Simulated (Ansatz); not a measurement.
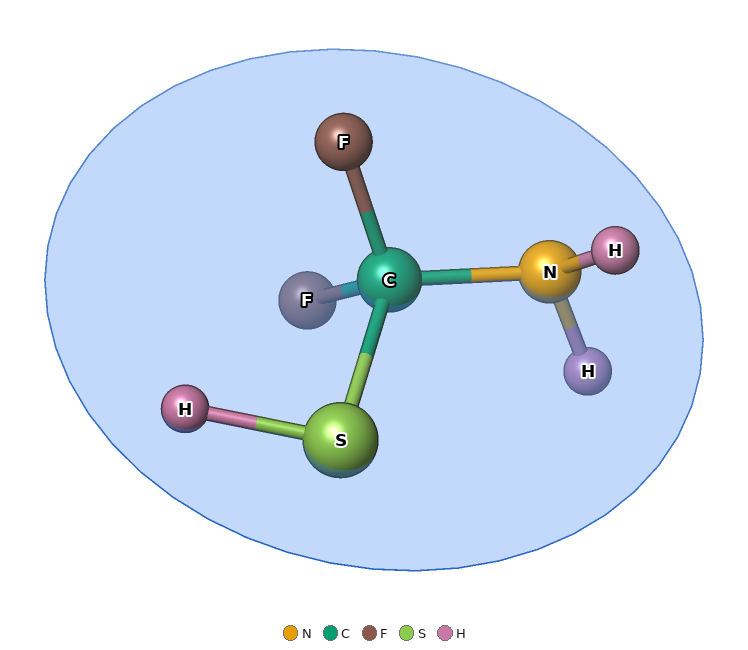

All proper rotation axes (lines) and mirror planes (discs) of the structure are drawn in. Distant atoms are faded towards the background colour. Computed geometry: PBE-D4/def2-SVP optimisation. No frequency run is at hand to confirm it as a minimum.

Name the symmetry elements and the point group.

Answer. It has 1 mirror plane. Point group Cs. The group has 2 operations. The geometry is achiral, and symmetry allows a dipole moment.
